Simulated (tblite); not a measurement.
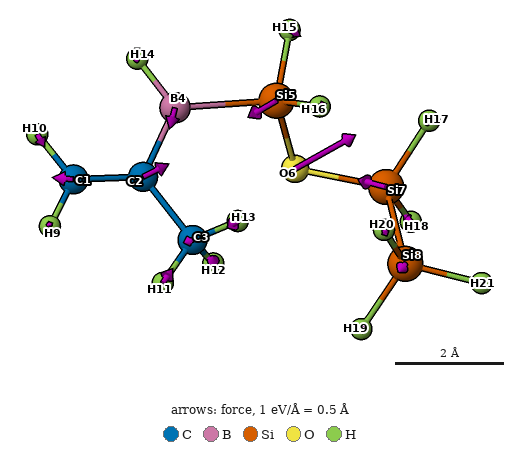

Starting geometry of C$_{3}$H$_{13}$BOSi$_{3}$ with the computed forces as purple arrows. Style: ball-and-stick. Shown at a tilt.

These are results of tblite 0.8.0, GFN2-xTB geometry optimisation, gas phase, not measurements. 

Is this structure relaxed? If not, where do the atoms go?

Answer. It isn't relaxed: the largest force vector, on O6, is 3.02 eV/Å. The final displacements have little in common with the starting forces (cosine between the two patterns 0.22). H18 moves most after the best rigid fit: 1.53 Å. Largest moves by element: H 1.53 Å, O 0.80 Å, Si 0.51 Å, C 0.43 Å, B 0.39 Å. Some distances before and after: Si5–Si7 2.771 → 3.201 Å, O6–Si7 1.726 → 1.619 Å, Si5–O6 1.728 → 1.636 Å, Si7–Si8 2.239 → 2.302 Å. Bond angles that change, for instance: Si5–O6–Si7 106.7° → 159.1°, B4–Si5–H15 109.1° → 117.3°, O6–Si5–H16 112.6° → 105.4°. Groups turn about B4–Si5 by about 35°, Si7–Si8 by about 30°, O6–Si7 by about 30°. After 179 geometry steps the energy has fallen by 20.7 kcal/mol.
